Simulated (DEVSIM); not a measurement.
System: abrupt Si n-p junction, at 250 K.

| layer (left to right) | material | thickness (μm) | Nd (cm⁻³) | Na (cm⁻³) | τn (s) | τp (s) |
|---|---|---|---|---|---|---|
| 1 | Si | 27.0 | 3.3e17 | - | 0.0002 | 0.0002 |
| 2 | Si | 59.0 | - | 9.4e17 | 0.0002 | 0.0002 |

Left contact: ohmic. Right contact: ohmic. Voltage is applied to the left contact. Recombination: SRH at mid-gap, radiative. Mobility is constant in doping.

This is a model device: material constants are rounded textbook-type values typed into the input, and sizes, dopings and lifetimes were drawn at random. Values at 300 K; Nc and Nv go as T^1.5, mobilities as T to minus their exponent, the gap by Varshni's rule with the affinity fixed.

```csv
parameter,Si
gap (eV),1.124
affinity (eV),4.05
permittivity,11.7
Nc (cm⁻³),2.86e19
Nv (cm⁻³),3.1e19
μn (cm²/Vs),1417
μp (cm²/Vs),470
T exponent of μn,2.3
T exponent of μp,2.2
B (cm³/s),4.7e-15
Varshni α (eV/K),0.000473
Varshni β (K),636
```

DEVSIM, 1D drift-diffusion, Boltzmann statistics, complete ionisation; no tunnelling, impact ionisation, image-force lowering or self-heating.

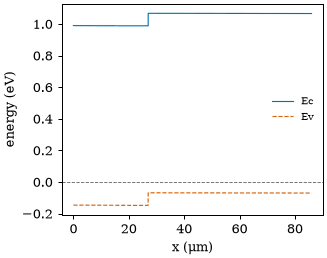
Figure. Band edges at -0.9 V on the left contact

Energies count from the Fermi level of the right contact; mesh points crowd at the junctions.

```csv
x (μm),Ec (eV),Ev (eV),n (cm⁻³),p (cm⁻³),field (V/cm)
0.000,0.990,-0.146,3.3e17,< 1e2,≈ 0
0.05434,0.990,-0.146,3.3e17,4.9e13,≈ 0
0.2315,0.990,-0.146,3.3e17,2.1e14,≈ 0
0.7756,0.990,-0.146,3.3e17,7.0e14,≈ 0
3.894,0.990,-0.146,3.3e17,3.5e15,≈ 0
12.75,0.989,-0.147,3.4e17,1.1e16,≈ 0
22.34,0.989,-0.147,3.5e17,2.0e16,≈ 0
26.07,0.989,-0.148,3.5e17,2.3e16,≈ 0
26.72,0.989,-0.148,3.5e17,2.3e16,≈ 0
26.93,0.988,-0.148,3.5e17,2.3e16,≈ 0
27.00,1.015,-0.121,1.0e17,8.0e16,38000
27.07,1.068,-0.068,8.8e15,9.5e17,≈ 0
27.28,1.068,-0.068,8.7e15,9.5e17,≈ 0
27.96,1.068,-0.068,8.6e15,9.5e17,≈ 0
31.61,1.068,-0.068,8.1e15,9.5e17,≈ 0
42.09,1.068,-0.068,6.6e15,9.5e17,≈ 0
67.93,1.067,-0.069,2.7e15,9.4e17,≈ 0
80.48,1.067,-0.069,8.4e14,9.4e17,≈ 0
84.85,1.067,-0.069,1.8e14,9.4e17,≈ 0
85.66,1.067,-0.069,5.2e13,9.4e17,≈ 0
85.91,1.067,-0.069,1.3e13,9.4e17,≈ 0
86.00,1.067,-0.069,< 1e2,9.4e17,≈ 0
```
